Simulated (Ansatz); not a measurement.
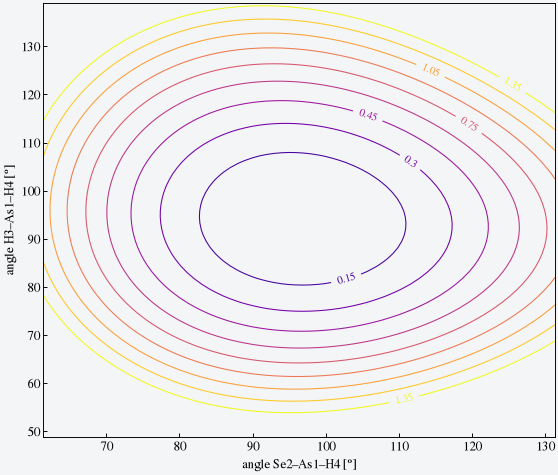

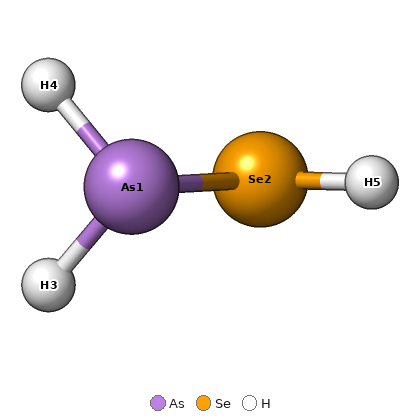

Energy landscape of AsH₃Se, SMILES [AsH2][SeH]. The first coordinate is: angle Se2–As1–H4; the second: angle H3–As1–H4. Nothing is relaxed (all other coordinates rigid). The scan uses a 15 × 15 grid. Energies: eV, counted from the lowest grid point. Method: Ansatz, RHF/def2-TZVP.

In the figure: contour lines labelled in eV (none above 1.35). Between grid points the surface is interpolated. The second picture is the structure at the lowest point.

Summarise what can be read from the map.

Answer. The lowest grid point is at angle Se2–As1–H4 = 96.4°, angle H3–As1–H4 = 93.9°. It is the only kind of minimum in the scanned range. The highest grid point, angle Se2–As1–H4 = 131.4°, angle H3–As1–H4 = 138.9°, lies 2.78 eV above the lowest. Round the minimum the two coordinates are weakly coupled (coupling 0.06 in units of the two stiffnesses).

The input of one point:

```yaml
crystal:
  periodic: [false, false, false]
  atoms:
    - { symbol: As, position_ang: [-0.354659, -0.815428, 0.213711] }
    - { symbol: Se, position_ang: [0.742452, 1.278776, -0.092923] }
    - { symbol: H, position_ang: [-0.192473, -1.29833, -1.206514] }
    - { symbol: H, position_ang: [-1.756737, -0.305247, -0.010849] }
    - { symbol: H, position_ang: [1.565423, 1.137422, 1.097533] }
basis:
  gaussian: { orbitals: def2-TZVP }
hamiltonian:
  xc: hf
output:
  forces: true
```

Time for the 225 points that were run: 9.9 min on 1 thread of Arm Neoverse V2 (shared host).
